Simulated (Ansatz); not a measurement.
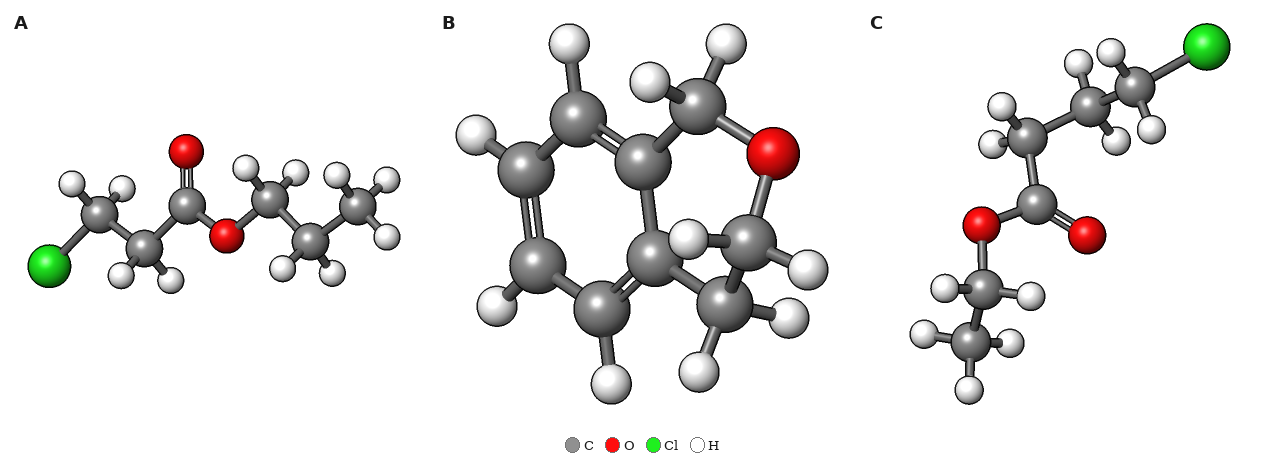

```sh
ansatz run in.yaml --threads 4 --pin off --events-out ev --progress --plain --max-ram 66560MiB --backend cuda --devices 0, --max-vram 37GiB
```

```yaml
crystal:
  periodic: [false, false, false]
  atoms:
    - {symbol: C, position_ang: [-1.984006, -1.644325, -2.036989]}
    - {symbol: C, position_ang: [-1.375150, -1.995906, -0.702175]}
    - {symbol: O, position_ang: [-1.229494, -0.835439, 0.129253]}
    - {symbol: C, position_ang: [-0.129893, -0.099051, -0.060030]}
    - {symbol: O, position_ang: [0.733232, -0.369154, -0.852974]}
    - {symbol: C, position_ang: [-0.134367, 1.109314, 0.838464]}
    - {symbol: C, position_ang: [1.170800, 1.885970, 0.822479]}
    - {symbol: C, position_ang: [2.294701, 1.119222, 1.481869]}
    - {symbol: Cl, position_ang: [3.793751, 2.085018, 1.525468]}
    - {symbol: H, position_ang: [-1.320453, -0.991149, -2.605028]}
    - {symbol: H, position_ang: [-2.146264, -2.554315, -2.619329]}
    - {symbol: H, position_ang: [-2.946946, -1.146677, -1.906041]}
    - {symbol: H, position_ang: [-2.023651, -2.660765, -0.130865]}
    - {symbol: H, position_ang: [-0.397996, -2.465358, -0.826053]}
    - {symbol: H, position_ang: [-0.406105, 0.786609, 1.848192]}
    - {symbol: H, position_ang: [-0.959612, 1.746377, 0.504047]}
    - {symbol: H, position_ang: [1.030046, 2.835487, 1.344444]}
    - {symbol: H, position_ang: [1.450783, 2.116653, -0.207429]}
    - {symbol: H, position_ang: [2.524721, 0.206383, 0.935695]}
    - {symbol: H, position_ang: [2.055930, 0.871095, 2.517012]}
basis:
  gaussian: {orbitals: def2-TZVPP}
hamiltonian: {xc: {name: CAM-B3LYP}, dispersion: d4}
output: {orbitals: {seedname: orbitals}}
```

Question: Which panel shows the molecule in this file?

Answer: C. The file holds C6H11ClO2, `CCOC(=O)CCCCl`.
